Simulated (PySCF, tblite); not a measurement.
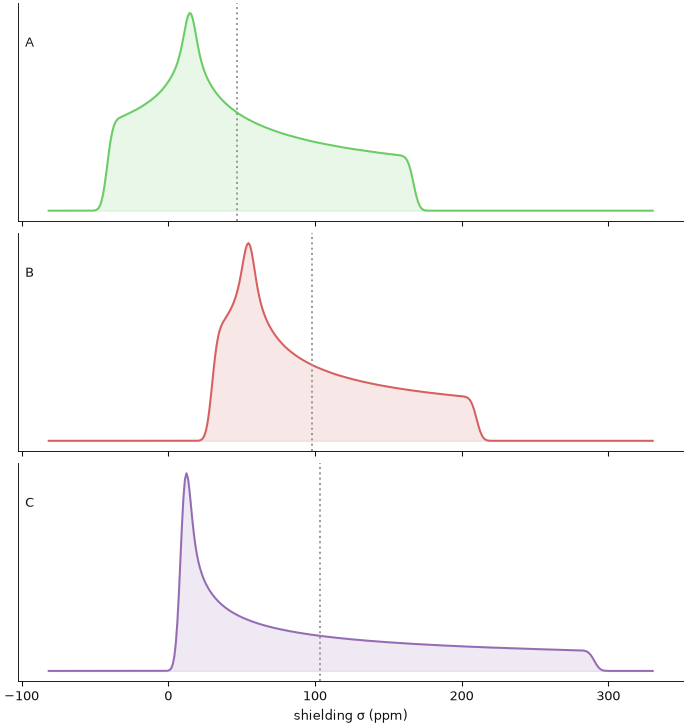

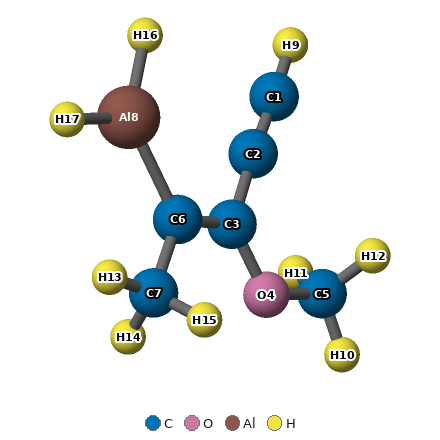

Static powder patterns (¹³C) from GIAO shielding tensors of C₆H₉AlO, SMILES C#C/C(OC)=[C](/C)[AlH2], singlet, PBE0/pcSseg-1 in PySCF, at a GFN2-xTB geometry (a minimum by its frequencies); absolute shielding, one fixed geometry of the isolated molecule without any motion, no dipolar terms. The dotted line is the isotropic value; skew is 3(σiso − σ22)/span.

**The panels belong to C1, C2 and C6. Which is which?**

panel A: C6, σ11, σ22, σ33 = −42, 15, 167 ppm, isotropic 47, span 209 ppm, skew 0.46; panel B: C1, σ11, σ22, σ33 = 30, 55, 210 ppm, isotropic 98, span 180 ppm, skew 0.72; panel C: C2, σ11, σ22, σ33 = 10, 10, 290 ppm, isotropic 104, span 281 ppm, skew 1.00.

Caveats: the tight-binding geometry is rougher than a DFT one and adds to the error; one conformer of a flexible molecule.
